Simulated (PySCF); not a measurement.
## A study: C₈H₇N, SMILES `c1ccc2[nH]ccc2c1`

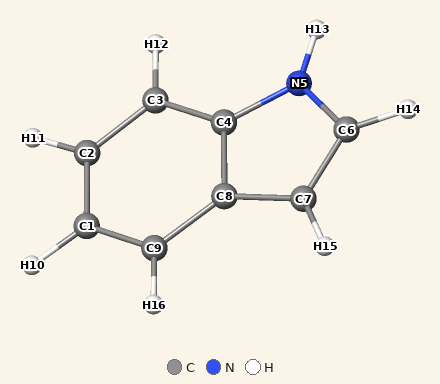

The molecule, with its atoms numbered as below. No frequency check shows the geometry to be a minimum.

Cartesian coordinates (Å):

```
C1       2.1394    0.6805    0.0000
C2       2.1121   -0.7173    0.0000
C3       0.9212   -1.4108    0.0000
C4      -0.2535   -0.6696    0.0000
N5      -1.5583   -1.0710    0.0000
C6      -2.3641    0.0348    0.0000
C7      -1.6038    1.1626    0.0000
C8      -0.2423    0.7468    0.0000
C9       0.9790    1.4206    0.0000
H10      3.0957    1.1833    0.0000
H11      3.0452   -1.2614    0.0000
H12      0.9000   -2.4911    0.0000
H13     -1.8764   -2.0248    0.0000
H14     -3.4326   -0.0691    0.0000
H15     -1.9592    2.1737    0.0000
H16      1.0068    2.5003    0.0000
```

Part 1: Excited states

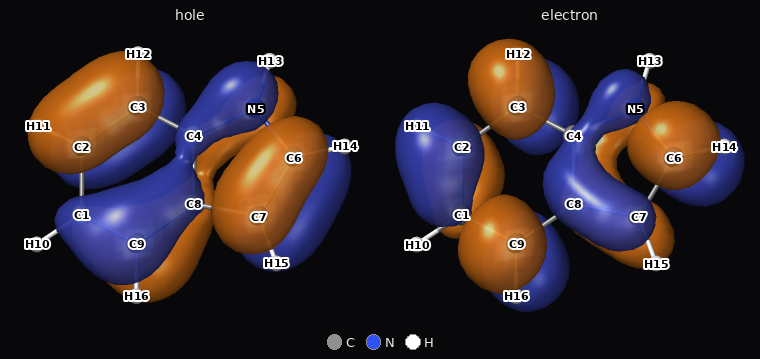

Leading natural transition orbital pair of T₁ (TDA triplet states); the surfaces enclose about 85 % of each orbital's density.

Level of theory: CAM-B3LYP/def2-SVP (PySCF), at a geometry from GFN2-xTB. Without diffuse functions Rydberg states are missing, so the states' numbers hold for this basis only.

What kind of excitation is it, and where does it lie?

Answer. 3.61 eV (344 nm), spin-forbidden from the singlet ground state, π → π*; the leading pair carries 90 %; hole on C7 and C9 (16 % each), C3 (14 %) and C2 and C6 (13 % each), electron on C3 and C9 (16 % each), C6 (16 %) and C2 (12 %); their centroids lie 0.1 Å apart. In canonical orbitals it is mainly HOMO → LUMO (88 %). The HOMO–LUMO gap is 7.96 eV.

Part 2: Removing or adding an electron

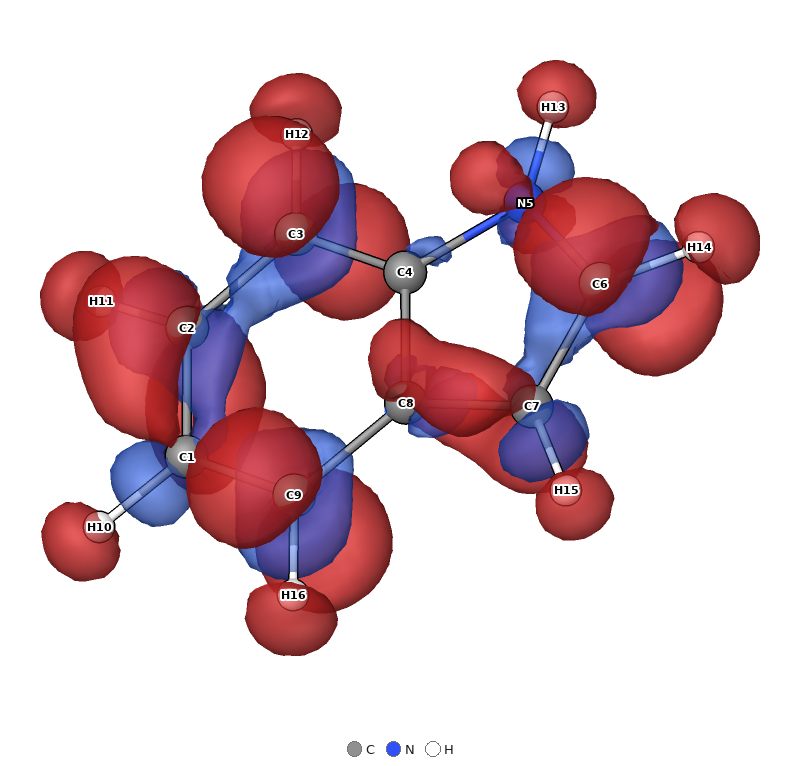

Fukui function f⁺ = ρ(N+1) − ρ(N) at fixed geometry, surfaces at ±0.02 e/Å³ (red positive, blue negative).

Computed with PySCF, TPSSh/6-31G*, geometry: GFN2-xTB.

On which atoms does the density change most on addition of an electron?

Answer. f⁺ (Hirshfeld-condensed) is largest on C6 (0.11), C3 (0.11) and C9 (0.11); the vertical electron affinity is −1.98 eV (the stability of the anion's solution wasn't checked; negative, but this basis has no diffuse functions, so it doesn't show that the anion is unbound). Condensed values hint at sites of nucleophilic attack but needn't mark the atom that reacts. Shares this close don't rank the sites. Orbital relaxation makes it negative in places (0.20 e in all).

```tsv
atom	f⁺	charge
C1	+0.06	−0.06
C2	+0.09	−0.06
C3	+0.11	−0.07
C4	+0.03	+0.03
N5	+0.04	−0.07
C6	+0.11	−0.02
C7	+0.07	−0.09
C8	+0.04	−0.03
C9	+0.11	−0.05
H10	+0.04	+0.04
H11	+0.05	+0.04
H12	+0.06	+0.04
H13	+0.03	+0.15
H14	+0.06	+0.05
H15	+0.04	+0.04
H16	+0.06	+0.04
```

Part 3: Localised orbitals

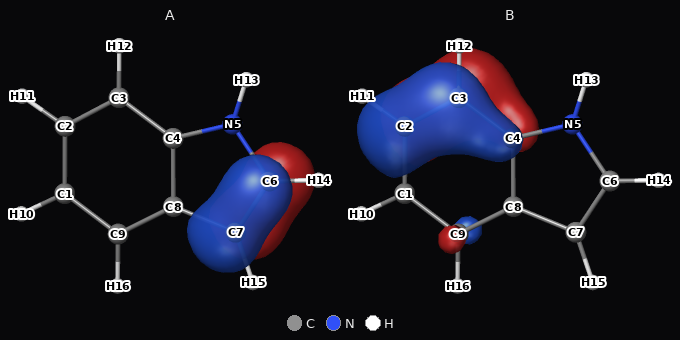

Pipek–Mezey orbitals, occupied; each surface holds about 70 % of the orbital's density. Energies are diagonal elements of the Fock matrix.

Level of theory: PBE/def2-SVPD (PySCF), at a geometry from GFN2-xTB.

What does each orbital represent in a Lewis picture?

Answer. By panel:
- A: π bond C7–C6 (C7 48 %, C6 45 %; −6.7 eV)
- B: delocalised π orbital mainly over C3, C2 and C4 (C3 48 %, C2 36 %, C4 9 %; −7.1 eV)

The PySCF runs shown took 14 min, 8.9 min and 83 s on 1 thread of Arm Neoverse V1, with other jobs on the host.
